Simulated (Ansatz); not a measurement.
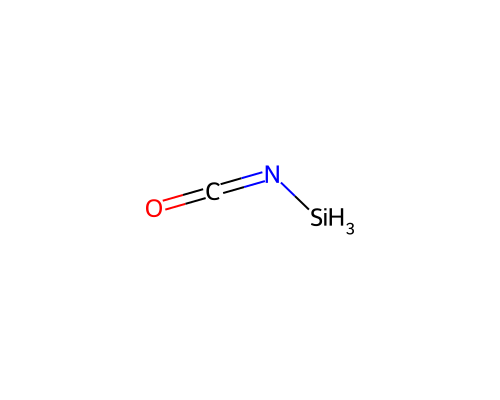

The drawing above gives the connectivity. Computed geometry: PBE-D4/def2-SVP optimisation. No frequency run is at hand to confirm it as a minimum.

Describe the 3D structure.

The molecule is CH3NOSi. Its SMILES string is `O=C=N[SiH3]`. It has no ring. Among its groups: Si–H bond, Si–N bond. Coordination: 1 C linear; 1 N linear; 1 Si tetrahedral.

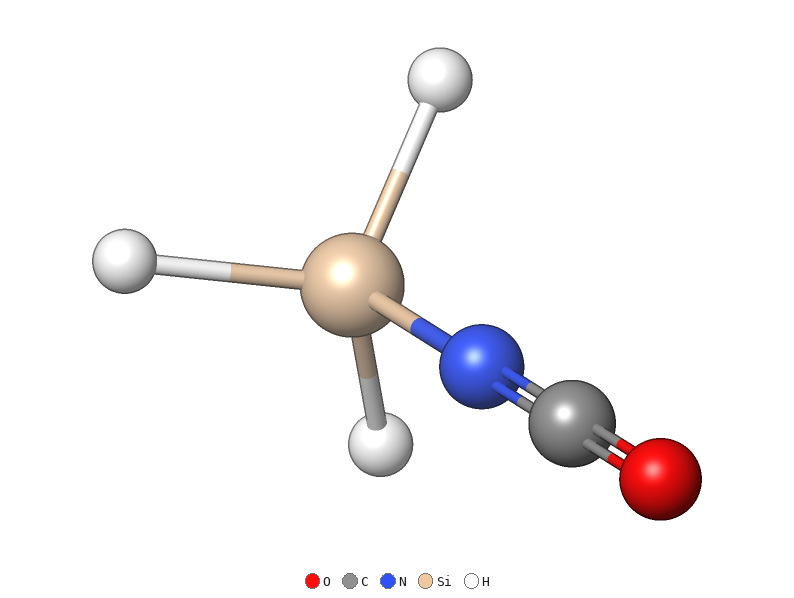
